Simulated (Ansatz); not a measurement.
```yaml
atoms:
  - { symbol: N, position_ang: [-0.0734, 0.0665, -1.1600] }
  - { symbol: H, position_ang: [0.4452, 0.8501, -1.5375] }
  - { symbol: H, position_ang: [0.3632, -0.7801, -1.5037] }
  - { symbol: H, position_ang: [-1.0076, 0.1039, -1.5493] }
  - { symbol: S, position_ang: [-0.2424, 0.2765, 2.2995] }
  - { symbol: H, position_ang: [0.6705, -0.6842, 2.5039] }
  - { symbol: H, position_ang: [-0.1554, 0.1673, 0.9471] }
```

Geometry: PBE0-D4/def2-TZVP.

The calculation used RKS PBE0-D4/def2-TZVPPD (Ansatz 0.2.0).

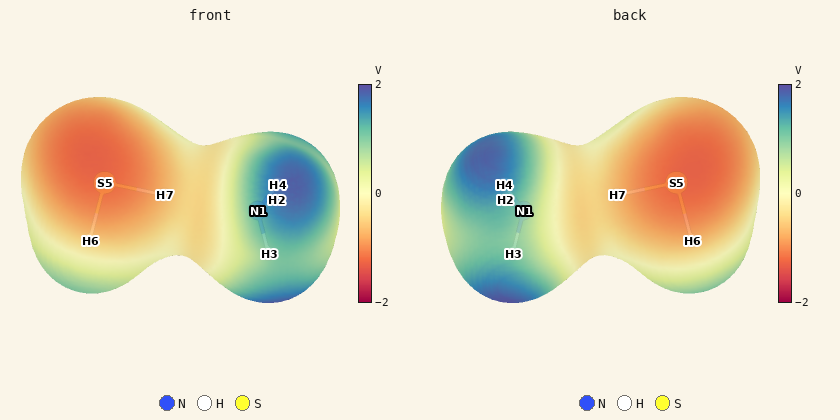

NH3···H2S. The electrostatic potential painted on the density surface at 0.002 e/bohr³, seen from the front and from behind; the colour scale runs from red (negative) to blue (positive).

### Describe the electrostatic potential map.

The most negative region (about −1.3 V) lies over S5, the most positive (about +1.9 V) over H2, H3 and H4.
